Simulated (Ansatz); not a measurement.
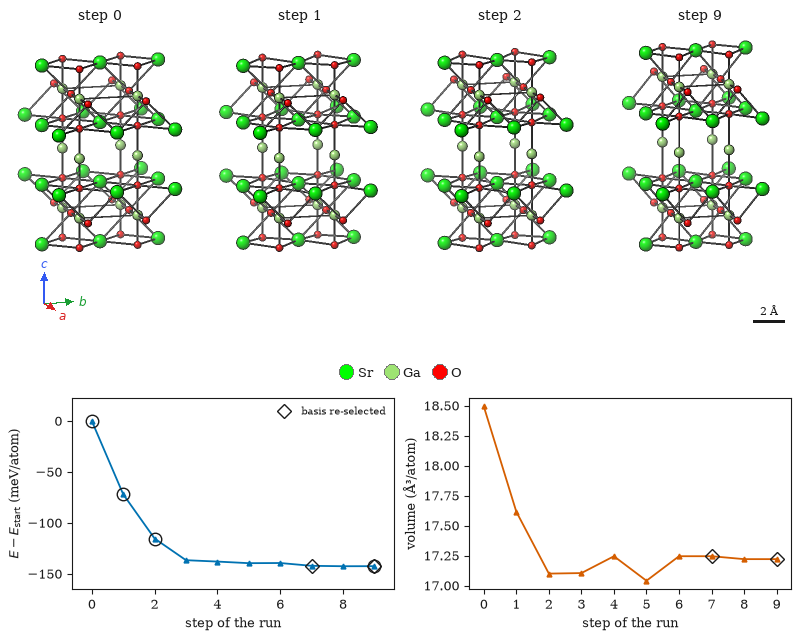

Frames of a relaxation of a crystal of Sr2Ga2O3 (a generated structure, set up in Pmmm) (coarse preliminary run), marked on the history of the run. A ball-and-stick model of the cell of the calculation, seen slightly off an axis.

Computed with DFT PBE, scalar-relativistic, plane waves, PAW in Ansatz 0.2.0. Set-up: plane-wave cutoff 420 eV; k-point mesh 4 × 4 × 2; occupations gaussian; smearing width 0.1 eV; no spin polarisation; cell and atoms relaxed; force threshold 0.04 eV/Å; at most 70 steps.

Q: What happens along the run?

A: After 7 accepted moves (9 points after the start) the energy has fallen by 142 meV per atom. Largest force component: 0.68 eV/Å at the start, 0.017 eV/Å at the end. The pressure goes from −2.78 to 0.04 GPa. The SCF was repeated twice at an unchanged geometry on a basis and grid sized afresh for the cell, which shifted the energy by 2.7 meV per atom at most. The largest moves relative to the cell, 0.21 Å, are those of O atoms. By element the largest moves are O 0.21 Å, Sr 0.17 Å. Ga stays in place. The drawn cell changes as follows: a 4.015 → 3.959 Å (−1.4 %), b 4.015 → 3.446 Å (−14.2 %), c 8.030 → 8.836 Å (+10.0 %); the volume changes by −6.9 %. Among the contacts that change: Sr–Sr 4.015 → 3.446 Å, Ga–O 2.008 → 2.422 Å, O–Sr 2.839 → 2.625 Å, O–Sr 2.839 → 2.669 Å. Bond angles that change, for instance: O–Sr–O 90.0° → 80.4°, Sr–O–Sr 90.0° → 80.4°, Sr–O–Sr 90.0° → 99.6°. The space group stays Pmmm (No. 47). From step 0 to 1: Sr atoms move most (0.12 Å), volume −4.7 %, energy −71.9 meV per atom. From step 1 to 2: O atoms move most (0.03 Å), volume −2.9 %, energy −43.4 meV per atom. From step 2 to 9: O atoms move most (0.17 Å), volume +0.7 %, energy −27.1 meV per atom.

```
step  E − E(0), meV/atom  largest force component, eV/Å  pressure, GPa  volume, Å³/atom                      note
   0                0.00                         0.6761          -2.78           18.493                          
   1              -71.90                         0.4759          -0.37           17.616                          
   2             -115.33                         0.3645           0.74           17.100                          
   3             -136.58                         0.1863           0.05           17.104                          
   4             -137.94                         0.1245          -0.37           17.245                          
   5             -139.50                         0.0401           0.45           17.040                          
   6             -139.35                         0.0097          -0.31           17.245                          
   7             -142.09                         0.0092          -0.14           17.245  same geometry, new basis
   8             -142.50                         0.0174           0.05           17.221                          
   9             -142.45                         0.0174           0.04           17.221  same geometry, new basis
```

Limits of the set-up: the k-point mesh is coarse for a cell with partly filled bands.
